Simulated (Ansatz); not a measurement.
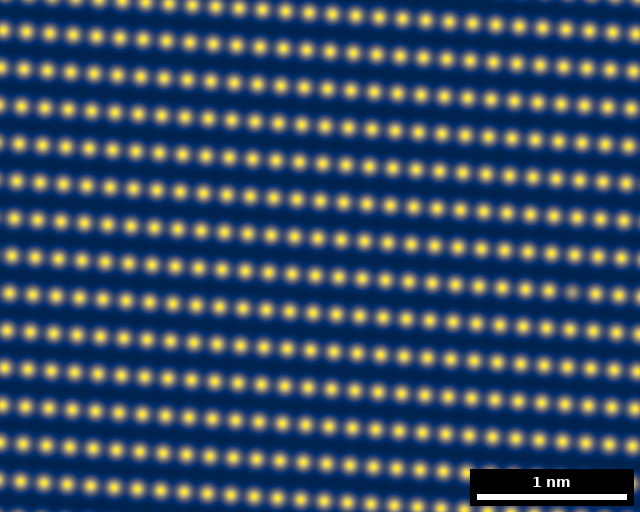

Z-contrast image of Hf (P6_3/mmc, No. 194) along [210]. Simulated incoherent Z contrast: every atom adds Z^1.8 spread by a probe of 0.88 Å full width; channelling and multiple scattering are left out. The probe carries 25 % of its weight in a tail 2.5 times as wide.

The sample is 3 repeats (16.4 Å) thick. One point defect was put into the perfect crystal, without relaxing the atoms around it. Brightness is counted from the darkest point of the image. Host structure: the end point of a relaxation with Ansatz, DFT, PBEsol, plane waves (420 eV) with PAW, scalar-relativistic; the starting structure was generated, so it need not be a known form of this composition.

Q: Where is the defect (in Å from the left and the top edge), and what does its contrast suggest?

A: At about 39 Å from the left and 20 Å from the top. The column is dimmer, which points to a vacancy or a lighter atom. The column holds 3 atoms (Hf) through the sample, and one Hf atom is missing, so its peak drops to about 65 % of that of its equals.
